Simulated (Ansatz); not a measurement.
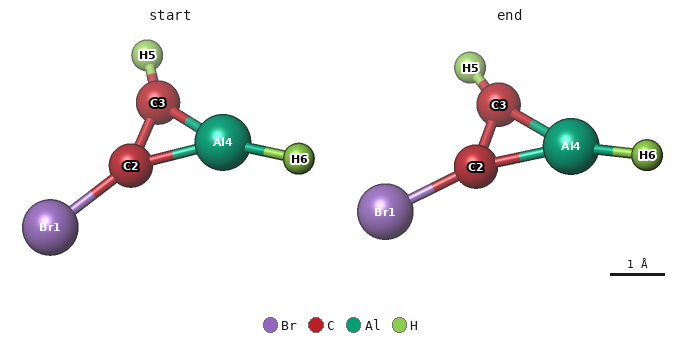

The structure of C2H2AlBr (coarse preliminary run) before (left) and after (right) a relaxation, at one scale.

The picture is a ball-and-stick view, seen at a tilt.

The start comes from a force field.

Theory: Ansatz, RKS PBE-D4/def2-SVP.

Input
```yaml
crystal:
  periodic: [false, false, false]
  atoms:
    - {symbol: Br, position_ang: [-1.254200, -2.400300, -0.443200]}
    - {symbol: C, position_ang: [-0.315400, -0.763300, -0.114100]}
    - {symbol: C, position_ang: [0.902900, -0.169400, 0.276600]}
    - {symbol: Al, position_ang: [-0.273700, 1.068700, -0.094300]}
    - {symbol: H, position_ang: [1.962600, -0.330000, 0.592600]}
    - {symbol: H, position_ang: [-0.980200, 2.530300, -0.263900]}
basis:
  gaussian: {orbitals: def2-SVP}
hamiltonian: {xc: pbe, dispersion: d4}
relax: {f_tol: 0.03, max_steps: 200}
```

Run as
```bash
ansatz run in.yaml --threads 2 --pin off --events-out ev --progress --plain --max-ram 4352MiB
```

Summarise the run.

Answer. The largest move after the best rigid fit is that of H5, 0.40 Å. By element the largest moves are H 0.40 Å, Br 0.39 Å, Al 0.19 Å, C 0.11 Å. Among the contacts that change: C3–Al4 1.748 → 1.893 Å, C2–Al4 1.833 → 1.883 Å, Al4–H6 1.632 → 1.584 Å, C2–C3 1.411 → 1.373 Å. Among the angles between lasting bonds that change: Al4–C3–H5 143.2° → 161.4°, Br1–C2–C3 146.2° → 128.6°, C2–C3–H5 146.8° → 130.3°. The energy falls by 0.706 eV in 6 geometry steps. The largest force component goes from 3.8 to 0.0043 eV/Å.
